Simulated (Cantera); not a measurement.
Charge: 1 mol (CH3)2SiCl2, 9.4 mol H2, 0.15 mol CH4, equilibrated at 1.65 Torr.

Method: chemical equilibrium by Gibbs-energy minimisation in Cantera with the NASA 1993 tables (ideal gas, pure condensed phases). Candidate condensed phases: C, C6H6, C7H8, C8H18, Si, SiC; 109 gas species. The feed counts by its element totals alone. The tables' values for SiCl, SiCl3 are old estimates; treat these amounts as uncertain. Gases not in the tables: Si2H6 and higher silanes. Rates play no part.

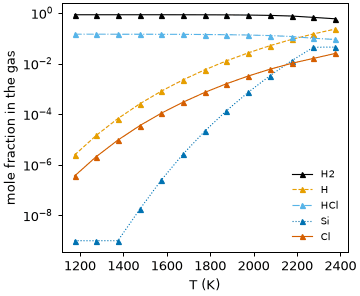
*Equilibrium gas composition (values under 1e-9 drawn at 1e-9)*

From 1175 K to 2175 K the condensed part is C(graphite) + SiC(s). From 2275 K to 2375 K the condensed part is C(graphite). The main Si-bearing gas is SiCl2 at 1175 K and Si at 2375 K.
